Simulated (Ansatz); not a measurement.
**A hypothetical structure for SnH**

Starting from a made-up structure for SnH, the aim is the relaxed cell, its shortest contacts and, where a second run follows, its electronic structure.

Calculated with Ansatz 0.2.0; DFT, PBE, plane-wave PAW, files of the set soft_1, scalar-relativistic, no spin, cell and ions relaxed at zero pressure; PAW set soft_1, in the first sound run; inputs show where later runs differ.

### 1. Starting point

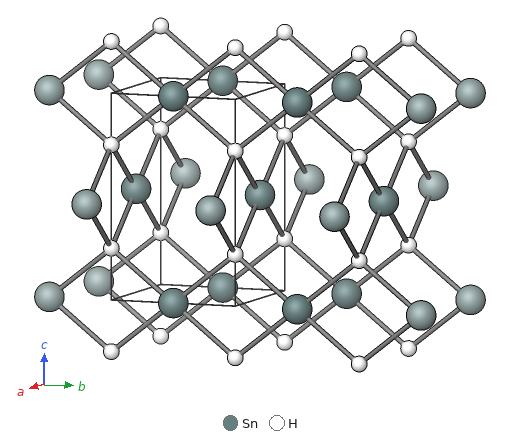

The starting structure, seen slightly off an axis (tin teal, hydrogen white). 1×2×1 cells are drawn. Some periodic images of atoms are drawn too.

### 2. Relaxation of the guess

The guessed cell has no reason to be at equilibrium. It is relaxed with the atoms, within the space group of the guess.

The input, input.yaml:

```yaml
crystal:
  lattice:
    - [3.341, 0.0, 0.0]
    - [0.0, 3.341, 0.0]
    - [0.0, 0.0, 5.22]
  atoms:
    - { symbol: Sn, position: [0.5, 0.0, 0.5] }
    - { symbol: Sn, position: [0.0, 0.5, 0.0] }
    - { symbol: H, position: [0.0, 0.0, 0.25] }
    - { symbol: H, position: [0.0, 0.0, 0.75] }
kpoints:
  mp_grid: { grid: [8, 8, 5] }
scf:
  occupations: { method: fermi_dirac, width: 0.05 }
hamiltonian:
  xc: pbe
  pseudopotentials: { kind: paw, azcp: { folder: soft_1 } }
relax:
  f_tol: 0.015
  max_steps: 70
  cell: {}
output:
  forces: true
  stress: true
```

Started as:

```
> ansatz run input.yaml --threads 4 --pin off --max-ram 8192MiB --backend cpu --events-out ev --progress --plain --runs-dir out
```

Numbers of over 12 decimals in the logs are rounded to 6 here.

Output:

```text
Engine: ansatz 0.2.0, x86_64-unknown-linux-gnu
Pseudopotentials: kind: paw
Pseudopotential: Sn, paw, valence charge 14, recommended cutoff 420 eV (normal), soft_1/Sn.paw.azcp
Pseudopotential: H, paw, valence charge 1, recommended cutoff 420 eV (normal), soft_1/H.paw.azcp
Functional definition: PBE
  parameter kappa = 0.804
  parameter beta = 0.066725
  exchange = pbe_x(kappa = kappa, mu = beta*pi^2/3)
  correlation = pbe_c(beta = beta)
Crystal: 4 atoms, lattice volume = 58.267 Å³
Basis set: ecut = 420 eV, 1137 PW (Γ), exchange–correlation on 48×48×72 points (8 copies of the dense FFT grid, shifted against one another)
Bands: 19, of which v1, the nominal top of the filled ones, is band 15 counted from 1 (14 counted from 0)
Symmetry: 16 space group operations
Space group: P42/mmc (ITA 131), of the structure as read, at distance tolerance 3.9e-5 Å
k-points: 45 of 320
Non-local potential: Sn, projectors of the file, l = 0: 2, l = 1: 2, l = 2: 2, l = 3: 1
Non-local potential: H, projectors of the file, l = 0: 2, l = 1: 1
PAW form: soft (Blöchl's): semilocal exchange-correlation on the pseudo side does not see the compensation charge
PAW one-centre angular grid: Sn, 590 points (default); XC on 64 Gauss nodes
PAW one-centre angular grid: H, 110 points (default); XC on 64 Gauss nodes
Initial density: superposition of atomic densities (chi_scale 0.1, normalization cell, long waves kept (reshape's long-wave potential 0.00 eV rms))
Initial wavefunctions: pseudopotential atomic-orbital guess
Functional: x = pbe(κ = 0.804, μ = 0.219515), c = pbe(β = 0.066725)
SCF iter   1: F=—  HF=-12078.570761 eV  |F-HF|=—  |Δ(HF+E_count)|=         —  Δρ=4.31e-2  dr2=1.17e0  ethr=3.10e-3  ⟨swp⟩=6.3  Hψ=4444  notcnv=0
preconditioner: auto → Kerker (q_TF=auto, 2.443 Å⁻¹)  [metal: Δε(μ)=0.070 eV  Ē_g=18.730 eV  σ=0.050 eV  W_gap=0.33  n_scr=16 (ndim 8)  ℏωp=26.6 eV  f_vac=0.000  D(μ)=1.87/eV (n_scr^D=16)]
SCF iter   2: F=—  HF=-12078.278014 eV  |F-HF|=—  |Δ(HF+E_count)|=   2.93e-1  Δρ=2.22e-2  dr2=3.51e-1  ethr=3.10e-3  ⟨swp⟩=2.0  Hψ=1362  notcnv=0  defer=6
SCF iter   3: F=—  HF=-12078.159547 eV  |F-HF|=—  |Δ(HF+E_count)|=   1.18e-1  Δρ=3.66e-3  dr2=4.62e-3  ethr=1.17e-3  ⟨swp⟩=2.4  Hψ=1243  notcnv=0  defer=6
SCF iter   4: F=—  HF=-12078.161674 eV  |F-HF|=—  |Δ(HF+E_count)|=   2.13e-3  Δρ=6.73e-4  dr2=2.49e-4  ethr=1.54e-5  ⟨swp⟩=2.1  Hψ=1312  notcnv=0  defer=6
SCF iter   5: F=—  HF=-12078.161835 eV  |F-HF|=—  |Δ(HF+E_count)|=   1.61e-4  Δρ=1.84e-4  dr2=2.68e-5  ethr=8.30e-7  ⟨swp⟩=2.0  Hψ=984  notcnv=0  defer=6
SCF iter   6: F=—  HF=-12078.161842 eV  |F-HF|=—  |Δ(HF+E_count)|=   6.87e-6  Δρ=3.45e-5  dr2=6.20e-7  ethr=8.92e-8  ⟨swp⟩=2.0  Hψ=1076  notcnv=0  defer=6
SCF iter   7: F=-12078.161842 eV  HF=-12078.161842 eV  |F-HF|=9.67e-9  |Δ(HF+E_count)|=   2.41e-7  Δρ=5.28e-6  dr2=1.24e-8  ethr=3.33e-10  ⟨swp⟩=4.9  Hψ=3073  notcnv=0
SCF 1 converged in 7 iterations: F = -12078.161842 eV  dr2 = 1.24e-8
  greatest PAW one-centre occupation: 0.992 electrons in one spin orbital (limit 2), on the Sn atom at site 1 (counted from 0), in its partial waves of l = 2
relax step   1: F+E_penalty+E_count = -12078.16184228 eV  Δ(F+E_penalty+E_count) = +0.000e0 eV  max|allowed force component| = 6.505e-18 eV/Å  Δτ_max = 0.0000 Å  P = +11.230 GPa  Ω = 58.267 Å³  (7 SCF iters, dr2 threshold 1.00e-7 eV, accepted)
Crystal: 4 atoms, lattice volume = 65.244 Å³
Basis set: ecut = 420 eV, 1271 PW (Γ), exchange–correlation on 48×48×72 points (8 copies of the dense FFT grid, shifted against one another)
Initial density: handed on by an earlier stage of this run
Initial wavefunctions: those handed on with the density
iter 1 solved again at ethr=4.91e-5 eV; its pass at ethr=3.10e-3 eV (dr2=1.47e-2 eV) is discarded
SCF iter   1: F=—  HF=-12078.483513 eV  |F-HF|=—  |Δ(HF+E_count)|=         —  Δρ=4.49e-3  dr2=1.48e-2  ethr=4.91e-5  ⟨swp⟩=1.3  Hψ=6041  notcnv=0
preconditioner: auto → Kerker (q_TF=auto, 2.397 Å⁻¹)  [metal: Δε(μ)=0.052 eV  Ē_g=18.848 eV  σ=0.050 eV  W_gap=0.24  n_scr=16 (ndim 8)  ℏωp=25.2 eV  f_vac=0.000  D(μ)=1.30/eV (n_scr^D=6)]
SCF iter   2: F=—  HF=-12078.480114 eV  |F-HF|=—  |Δ(HF+E_count)|=   3.40e-3  Δρ=2.30e-3  dr2=4.39e-3  ethr=4.91e-5  ⟨swp⟩=1.3  Hψ=870  notcnv=0
SCF iter   3: F=—  HF=-12078.479032 eV  |F-HF|=—  |Δ(HF+E_count)|=   1.08e-3  Δρ=4.54e-4  dr2=1.16e-4  ethr=1.46e-5  ⟨swp⟩=2.0  Hψ=1064  notcnv=0
SCF iter   4: F=—  HF=-12078.479069 eV  |F-HF|=—  |Δ(HF+E_count)|=   3.68e-5  Δρ=1.41e-4  dr2=1.79e-5  ethr=3.86e-7  ⟨swp⟩=2.8  Hψ=1532  notcnv=0
SCF iter   5: F=—  HF=-12078.479077 eV  |F-HF|=—  |Δ(HF+E_count)|=   8.21e-6  Δρ=4.70e-5  dr2=1.94e-6  ethr=5.97e-8  ⟨swp⟩=2.9  Hψ=1563  notcnv=0
SCF iter   6: F=-12078.479078 eV  HF=-12078.479078 eV  |F-HF|=2.19e-8  |Δ(HF+E_count)|=   6.75e-7  Δρ=8.62e-6  dr2=5.95e-8  ethr=1.33e-9  ⟨swp⟩=4.9  Hψ=3034  notcnv=0
SCF 2 converged in 6 iterations: F = -12078.479078 eV  dr2 = 5.95e-8
relax step   2: F+E_penalty+E_count = -12078.47907767 eV  Δ(F+E_penalty+E_count) = -3.172e-1 eV  max|allowed force component| = 3.036e-17 eV/Å  Δτ_max = 0.0000 Å  P = +3.623 GPa  Ω = 65.244 Å³  energy of the carried Pulay correction = -2.570e-3 eV  (6 SCF iters, dr2 threshold 4.00e-7 eV, accepted)
Crystal: 4 atoms, lattice volume = 68.744 Å³
Basis set: ecut = 420 eV, 1335 PW (Γ), exchange–correlation on 48×48×72 points (8 copies of the dense FFT grid, shifted against one another)
iter 1 solved again at ethr=1.84e-5 eV; its pass at ethr=3.10e-3 eV (dr2=5.52e-3 eV) is discarded
SCF iter   1: F=—  HF=-12078.552036 eV  |F-HF|=—  |Δ(HF+E_count)|=         —  Δρ=2.69e-3  dr2=6.02e-3  ethr=1.84e-5  ⟨swp⟩=2.3  Hψ=5918  notcnv=0
preconditioner: auto → Kerker (q_TF=auto, 2.376 Å⁻¹)  [metal: Δε(μ)=0.031 eV  Ē_g=18.689 eV  σ=0.050 eV  W_gap=0.15  n_scr=16 (ndim 8)  ℏωp=24.5 eV  f_vac=0.000  D(μ)=1.15/eV (n_scr^D=2)]
SCF iter   2: F=—  HF=-12078.550731 eV  |F-HF|=—  |Δ(HF+E_count)|=   1.31e-3  Δρ=1.37e-3  dr2=1.86e-3  ethr=1.84e-5  ⟨swp⟩=1.6  Hψ=885  notcnv=0
SCF iter   3: F=—  HF=-12078.550194 eV  |F-HF|=—  |Δ(HF+E_count)|=   5.37e-4  Δρ=2.70e-4  dr2=6.89e-5  ethr=6.19e-6  ⟨swp⟩=2.0  Hψ=1025  notcnv=0
SCF iter   4: F=—  HF=-12078.550192 eV  |F-HF|=—  |Δ(HF+E_count)|=   2.34e-6  Δρ=9.63e-5  dr2=8.06e-6  ethr=2.30e-7  ⟨swp⟩=3.0  Hψ=1536  notcnv=0
SCF iter   5: F=—  HF=-12078.550193 eV  |F-HF|=—  |Δ(HF+E_count)|=   7.52e-7  Δρ=3.33e-5  dr2=1.13e-6  ethr=2.69e-8  ⟨swp⟩=2.3  Hψ=1489  notcnv=0
SCF iter   6: F=-12078.550193 eV  HF=-12078.550193 eV  |F-HF|=1.25e-8  |Δ(HF+E_count)|=   4.59e-7  Δρ=1.15e-5  dr2=6.39e-8  ethr=1.33e-9  ⟨swp⟩=5.0  Hψ=3230  notcnv=0
SCF 3 converged in 6 iterations: F = -12078.550193 eV  dr2 = 6.39e-8
  greatest PAW one-centre occupation: 0.992 electrons in one spin orbital (limit 2), on the Sn atom at site 0 (counted from 0), in its partial waves of l = 2
relax step   3: F+E_penalty+E_count = -12078.55019325 eV  Δ(F+E_penalty+E_count) = -7.112e-2 eV  max|allowed force component| = 1.388e-17 eV/Å  Δτ_max = 0.0000 Å  P = +0.686 GPa  Ω = 68.744 Å³  energy of the carried Pulay correction = -3.742e-3 eV  (6 SCF iters, dr2 threshold 4.00e-7 eV, accepted)
Crystal: 4 atoms, lattice volume = 69.581 Å³
Basis set: ecut = 420 eV, 1359 PW (Γ), exchange–correlation on 48×48×72 points (8 copies of the dense FFT grid, shifted against one another)
iter 1 solved again at ethr=2.92e-6 eV; its pass at ethr=3.10e-3 eV (dr2=8.76e-4 eV) is discarded
SCF iter   1: F=—  HF=-12078.564148 eV  |F-HF|=—  |Δ(HF+E_count)|=         —  Δρ=1.06e-3  dr2=9.84e-4  ethr=2.92e-6  ⟨swp⟩=2.0  Hψ=5962  notcnv=0
preconditioner: auto → Kerker (q_TF=auto, 2.371 Å⁻¹)  [metal: Δε(μ)=0.099 eV  Ē_g=18.660 eV  σ=0.050 eV  W_gap=0.45  n_scr=16 (ndim 8)  ℏωp=24.4 eV  f_vac=0.000  D(μ)=0.96/eV (n_scr^D=2)]
SCF iter   2: F=—  HF=-12078.563990 eV  |F-HF|=—  |Δ(HF+E_count)|=   1.58e-4  Δρ=6.10e-4  dr2=3.76e-4  ethr=2.92e-6  ⟨swp⟩=1.0  Hψ=857  notcnv=0
SCF iter   3: F=—  HF=-12078.563881 eV  |F-HF|=—  |Δ(HF+E_count)|=   1.09e-4  Δρ=1.20e-4  dr2=1.46e-5  ethr=1.25e-6  ⟨swp⟩=2.0  Hψ=1028  notcnv=0
SCF iter   4: F=—  HF=-12078.563882 eV  |F-HF|=—  |Δ(HF+E_count)|=   1.27e-6  Δρ=3.03e-5  dr2=7.03e-7  ethr=4.88e-8  ⟨swp⟩=2.0  Hψ=1061  notcnv=0
SCF iter   5: F=-12078.563883 eV  HF=-12078.563883 eV  |F-HF|=4.64e-9  |Δ(HF+E_count)|=   3.73e-7  Δρ=1.12e-5  dr2=1.15e-7  ethr=1.33e-9  ⟨swp⟩=4.7  Hψ=3008  notcnv=0
SCF 4 converged in 5 iterations: F = -12078.563883 eV  dr2 = 1.15e-7
relax step   4: F+E_penalty+E_count = -12078.56388261 eV  Δ(F+E_penalty+E_count) = -1.369e-2 eV  max|allowed force component| = 5.638e-18 eV/Å  Δτ_max = 0.0000 Å  P = -0.036 GPa  Ω = 69.581 Å³  energy of the carried Pulay correction = -4.004e-3 eV  (5 SCF iters, dr2 threshold 4.00e-7 eV, accepted)
Crystal: 4 atoms, lattice volume = 69.217 Å³
Basis set: ecut = 420 eV, 1353 PW (Γ), exchange–correlation on 48×48×72 points (8 copies of the dense FFT grid, shifted against one another)
iter 1 solved again at ethr=1.41e-6 eV; its pass at ethr=3.10e-3 eV (dr2=4.24e-4 eV) is discarded
SCF iter   1: F=—  HF=-12078.565585 eV  |F-HF|=—  |Δ(HF+E_count)|=         —  Δρ=6.58e-4  dr2=3.55e-4  ethr=1.41e-6  ⟨swp⟩=2.5  Hψ=5868  notcnv=0
preconditioner: auto → Kerker (q_TF=auto, 2.373 Å⁻¹)  [metal: Δε(μ)=0.094 eV  Ē_g=18.690 eV  σ=0.050 eV  W_gap=0.44  n_scr=16 (ndim 8)  ℏωp=24.4 eV  f_vac=0.000  D(μ)=1.08/eV (n_scr^D=2)]
SCF iter   2: F=—  HF=-12078.565537 eV  |F-HF|=—  |Δ(HF+E_count)|=   4.84e-5  Δρ=4.14e-4  dr2=1.55e-4  ethr=1.18e-6  ⟨swp⟩=1.0  Hψ=855  notcnv=0
SCF iter   3: F=—  HF=-12078.565517 eV  |F-HF|=—  |Δ(HF+E_count)|=   2.01e-5  Δρ=7.35e-5  dr2=5.19e-6  ethr=5.16e-7  ⟨swp⟩=2.0  Hψ=1024  notcnv=0
SCF iter   4: F=—  HF=-12078.565517 eV  |F-HF|=—  |Δ(HF+E_count)|=   6.23e-7  Δρ=2.50e-5  dr2=5.74e-7  ethr=1.73e-8  ⟨swp⟩=2.6  Hψ=1490  notcnv=0
SCF iter   5: F=-12078.565518 eV  HF=-12078.565518 eV  |F-HF|=3.52e-8  |Δ(HF+E_count)|=   2.33e-7  Δρ=7.43e-6  dr2=4.92e-8  ethr=1.21e-9  ⟨swp⟩=4.2  Hψ=2651  notcnv=0
SCF 5 converged in 5 iterations: F = -12078.565518 eV  dr2 = 4.92e-8
relax step   5: F+E_penalty+E_count = -12078.56551763 eV  Δ(F+E_penalty+E_count) = -1.635e-3 eV  max|allowed force component| = 3.469e-18 eV/Å  Δτ_max = 0.0000 Å  P = -0.025 GPa  Ω = 69.217 Å³  energy of the carried Pulay correction = -3.876e-3 eV  (5 SCF iters, dr2 threshold 3.64e-7 eV, accepted)
Crystal: 4 atoms, lattice volume = 69.259 Å³
iter 1 solved again at ethr=6.00e-8 eV; its pass at ethr=3.10e-3 eV (dr2=1.80e-5 eV) is discarded
SCF iter   1: F=—  HF=-12078.565833 eV  |F-HF|=—  |Δ(HF+E_count)|=         —  Δρ=1.99e-4  dr2=3.06e-5  ethr=6.00e-8  ⟨swp⟩=3.1  Hψ=5716  notcnv=0
preconditioner: auto → none  [insulator: Δε(μ)=0.124 eV  Ē_g=18.688 eV  σ=0.050 eV  W_gap=0.55  n_scr=16 (ndim 8)  ℏωp=24.4 eV  f_vac=0.000  D(μ)=1.02/eV (n_scr^D=2)  ε∞_Penn≈2.7]
SCF iter   2: F=—  HF=-12078.565812 eV  |F-HF|=—  |Δ(HF+E_count)|=   2.08e-5  Δρ=7.10e-5  dr2=3.48e-6  ethr=6.00e-8  ⟨swp⟩=2.1  Hψ=1045  notcnv=0
SCF iter   3: F=—  HF=-12078.565813 eV  |F-HF|=—  |Δ(HF+E_count)|=   4.11e-7  Δρ=1.59e-5  dr2=1.21e-7  ethr=1.16e-8  ⟨swp⟩=2.0  Hψ=1058  notcnv=0
SCF iter   4: F=-12078.565813 eV  HF=-12078.565813 eV  |F-HF|=3.67e-9  |Δ(HF+E_count)|=   8.96e-8  Δρ=2.88e-6  dr2=4.92e-9  ethr=3.46e-10  ⟨swp⟩=4.3  Hψ=2641  notcnv=0
SCF 6 converged in 4 iterations: F = -12078.565813 eV  dr2 = 4.92e-9
relax step   6: F+E_penalty+E_count = -12078.56581293 eV  Δ(F+E_penalty+E_count) = -2.953e-4 eV  max|allowed force component| = 2.168e-17 eV/Å  Δτ_max = 0.0000 Å  P = +0.005 GPa  Ω = 69.259 Å³  energy of the carried Pulay correction = -3.892e-3 eV  (4 SCF iters, dr2 threshold 1.04e-7 eV, accepted)
Basis set: ecut = 420 eV, 1359 PW (Γ), exchange–correlation on 48×48×80 points (8 copies of the dense FFT grid, shifted against one another)
Initial wavefunctions: pseudopotential atomic-orbital guess (no wavefunctions were taken with the density)
iter 1 solved again at ethr=1.28e-7 eV; its pass at ethr=3.10e-3 eV (dr2=3.84e-5 eV) is discarded
SCF iter   1: F=—  HF=-12078.571119 eV  |F-HF|=—  |Δ(HF+E_count)|=         —  Δρ=7.19e-4  dr2=2.08e-5  ethr=1.28e-7  ⟨swp⟩=3.8  Hψ=7010  notcnv=0
preconditioner: auto → none  [insulator: Δε(μ)=0.123 eV  Ē_g=18.687 eV  σ=0.050 eV  W_gap=0.54  n_scr=16 (ndim 8)  ℏωp=24.4 eV  f_vac=0.000  D(μ)=1.02/eV (n_scr^D=2)  ε∞_Penn≈2.7]
SCF iter   2: F=—  HF=-12078.572477 eV  |F-HF|=—  |Δ(HF+E_count)|=   1.36e-3  Δρ=3.58e-4  dr2=4.50e-6  ethr=6.95e-8  ⟨swp⟩=2.0  Hψ=1065  notcnv=0
SCF iter   3: F=—  HF=-12078.572926 eV  |F-HF|=—  |Δ(HF+E_count)|=   4.49e-4  Δρ=4.39e-5  dr2=1.79e-7  ethr=1.50e-8  ⟨swp⟩=2.0  Hψ=1078  notcnv=0
SCF iter   4: F=—  HF=-12078.572928 eV  |F-HF|=—  |Δ(HF+E_count)|=   1.93e-6  Δρ=3.00e-6  dr2=1.68e-9  ethr=5.96e-10  ⟨swp⟩=2.0  Hψ=1529  notcnv=0
SCF iter   5: F=—  HF=-12078.572928 eV  |F-HF|=—  |Δ(HF+E_count)|=   7.14e-9  Δρ=8.86e-7  dr2=9.49e-11  ethr=5.61e-12  ⟨swp⟩=2.0  Hψ=1541  notcnv=0
SCF iter   6: F=-12078.572928 eV  HF=-12078.572928 eV  |F-HF|=1.26e-10  |Δ(HF+E_count)|=   2.14e-9  Δρ=1.94e-7  dr2=2.92e-12  ethr=1.00e-12  ⟨swp⟩=4.8  Hψ=2721  notcnv=0
SCF 7 converged in 6 iterations: F = -12078.572928 eV  dr2 = 2.92e-12
relax step   7: F+E_penalty+E_count = -12078.57292753 eV  Δ(F+E_penalty+E_count) = -7.115e-3 eV  max|allowed force component| = 2.168e-17 eV/Å  Δτ_max = 0.0000 Å  P = +0.079 GPa  Ω = 69.259 Å³  stress off target by 1.55e-1 GPa  SCF on the basis re-selected at this cell (its energy is not comparable with the rows above)  (6 SCF iters)
basis re-selected at this cell: Δ(F+E_penalty+E_count) = -7.115e-3 eV, ΔP = +0.073 GPa vs the last step (what re-selecting the basis moved, of the pressure what is left beyond the Pulay correction that the steps carried, after the strain that the cell walked since its last selection, with what the two solves' SCF thresholds leave and, on support functions, any second-order correction that the steps lacked; it is no measure of the basis error at this ecutwfc). The dense FFT grid was sized anew with the basis: this SCF ran on 24×24×40 points, the steps before it on 24×24×36, so part of this shift can come from that change (see relax.cell in the input reference). [rest of the remark cut]
Crystal: 4 atoms, lattice volume = 69.325 Å³
iter 1 solved again at ethr=2.38e-8 eV; its pass at ethr=3.10e-3 eV (dr2=7.15e-6 eV) is discarded
SCF iter   1: F=—  HF=-12078.573002 eV  |F-HF|=—  |Δ(HF+E_count)|=         —  Δρ=1.11e-4  dr2=9.37e-6  ethr=2.38e-8  ⟨swp⟩=3.0  Hψ=5289  notcnv=0
preconditioner: auto → none  [insulator: Δε(μ)=0.112 eV  Ē_g=18.686 eV  σ=0.050 eV  W_gap=0.51  n_scr=16 (ndim 8)  ℏωp=24.4 eV  f_vac=0.000  D(μ)=1.04/eV (n_scr^D=2)  ε∞_Penn≈2.7]
SCF iter   2: F=—  HF=-12078.572982 eV  |F-HF|=—  |Δ(HF+E_count)|=   2.00e-5  Δρ=2.96e-5  dr2=6.40e-7  ethr=2.38e-8  ⟨swp⟩=2.0  Hψ=1049  notcnv=0
SCF iter   3: F=-12078.572982 eV  HF=-12078.572982 eV  |F-HF|=1.95e-8  |Δ(HF+E_count)|=   2.65e-8  Δρ=9.02e-6  dr2=4.62e-8  ethr=2.00e-10  ⟨swp⟩=5.0  Hψ=3043  notcnv=0
SCF 8 converged in 3 iterations: F = -12078.572982 eV  dr2 = 4.62e-8
relax step   8: F+E_penalty+E_count = -12078.57298208 eV  Δ(F+E_penalty+E_count) = -5.454e-5 eV  max|allowed force component| = 6.939e-18 eV/Å  Δτ_max = 0.0000 Å  P = +0.017 GPa  Ω = 69.325 Å³  energy of the carried Pulay correction = -1.893e-5 eV  (3 SCF iters, dr2 threshold 6.01e-8 eV, accepted)
iter 1 solved again at ethr=9.59e-8 eV; its pass at ethr=3.10e-3 eV (dr2=2.88e-5 eV) is discarded
SCF iter   1: F=—  HF=-12078.573008 eV  |F-HF|=—  |Δ(HF+E_count)|=         —  Δρ=9.45e-6  dr2=4.58e-8  ethr=9.59e-8  ⟨swp⟩=4.2  Hψ=7234  notcnv=0
SCF iter   2: F=—  HF=-12078.572993 eV  |F-HF|=—  |Δ(HF+E_count)|=   1.54e-5  Δρ=4.72e-6  dr2=1.14e-8  ethr=1.53e-10  ⟨swp⟩=2.2  Hψ=1476  notcnv=0
SCF iter   3: F=—  HF=-12078.572993 eV  |F-HF|=—  |Δ(HF+E_count)|=   9.08e-9  Δρ=4.67e-7  dr2=1.49e-10  ethr=3.81e-11  ⟨swp⟩=2.0  Hψ=1069  notcnv=0
SCF iter   4: F=-12078.572993 eV  HF=-12078.572993 eV  |F-HF|=3.64e-12  |Δ(HF+E_count)|=  2.00e-11  Δρ=1.18e-7  dr2=5.27e-12  ethr=1.00e-12  ⟨swp⟩=5.1  Hψ=3283  notcnv=0
SCF 9 converged in 4 iterations: F = -12078.572993 eV  dr2 = 5.27e-12
relax step   9: F+E_penalty+E_count = -12078.57299290 eV  Δ(F+E_penalty+E_count) = -1.082e-5 eV  max|allowed force component| = 6.939e-18 eV/Å  Δτ_max = 0.0000 Å  P = +0.017 GPa  Ω = 69.325 Å³  stress off target by 2.30e-2 GPa  SCF on the basis re-selected at this cell (its energy is not comparable with the rows above)  (4 SCF iters)
basis re-selected at this cell: Δ(F+E_penalty+E_count) = -1.082e-5 eV, ΔP = -0.000 GPa vs the last step (what re-selecting the basis moved, of the pressure what is left beyond the Pulay correction that the steps carried, after the strain that the cell walked since its last selection, with what the two solves' SCF thresholds leave and, on support functions, any second-order correction that the steps lacked; it is no m [...]
SCF converged after 4 iterations
Free energy (F): -12078.572993 eV
Harris-Foulkes:  -12078.572993 eV  (|F-HF|=3.64e-12)
Internal energy: -12078.563867 eV  (E = F + TS)
E sigma→0 (E₀):  -12078.568430 eV
Entropy (-TS):   -0.009126 eV (-2.282 meV/atom)
Fermi energy:    8.580659 eV
--- Per-component energies (eV) ---
  E_band       = -225.848080
  E_kinetic    = 357.559788
  E_local      = -2246.849094  (includes V_loc(G=0)·N_el)
  E_nonlocal   = 290.945781
  E_hartree    = 1099.331026
  E_xc         = -268.171604
  E_vxc        = -181.462070  (∫ρ·V_xc dr)
  E_paw        = -8737.563333  (= ΣΔE_a)
  E_vpaw       = -644.703452  (= ΣTr[D̂ρ^β])
  E_aug_tail   = -0.001133  (compensation charges beyond the density's cutoff)
  E_ewald      = -2573.815298
  E_smearing   = -0.009126  (= −TS)
  E_closure    = 0.000000  (closes the sum)
  Σ components = -12078.572993   (vs F -12078.572993, Δ=0.00e0)
--- Forces (eV/Å), atoms counted from 1 ---
  atom   1  Sn     0.00000000     0.00000000     0.00000000
  atom   2  Sn    -0.00000000    -0.00000000     0.00000000
  atom   3  H      0.00000000    -0.00000000     0.00000000
  atom   4  H     -0.00000000     0.00000000    -0.00000000
  max |Σ_I F_I| component: 3.06e-30 eV/Å
--- Stress (GPa, compression-positive) ---
        0.013648       0.000000       0.000000
        0.000000       0.013648      -0.000000
        0.000000      -0.000000       0.022958
  P = ⅓ Tr σ = 0.0168 GPa (0.168 kbar)
--- Relaxed structure (7 steps of the walk, 7 accepted, 2 SCFs on fresh bases) ---
  F+E_penalty+E_count = -12078.57299290 eV   max|allowed force component| = 6.939e-18 eV/Å   (the final SCF, on the basis selected at the relaxed cell)
  cell:  # Å, volume = 69.3252 Å³
    - [3.405219, 0, 0]
    - [0, 3.405219, 0]
    - [0, 0, 5.978622]
  atoms:
    - { symbol: Sn, position: [0.5, 0, 0.500000] }
    - { symbol: Sn, position: [0, 0.5, 0] }
    - { symbol: H, position: [0, 0, 0.250000] }
    - { symbol: H, position: [0, 0, 0.750000] }
```

Run time: 4.5 s. Hardware: 4 threads of Intel Xeon 6975P-C (Granite Rapids), shared host; peak memory 0.45 GiB; 12 s of CPU time.

(Part 1 of 2 ends here.)

[Logs are printed without paths, hosts, clocks, repeated set-up lines and the standing remarks that a program may print on its own settings, such as how far it seeks lower states.]

[Hosts, paths, dates, database ids (printed as entryN), source tags and the programs' standing remarks are cut or masked in the printed files.]
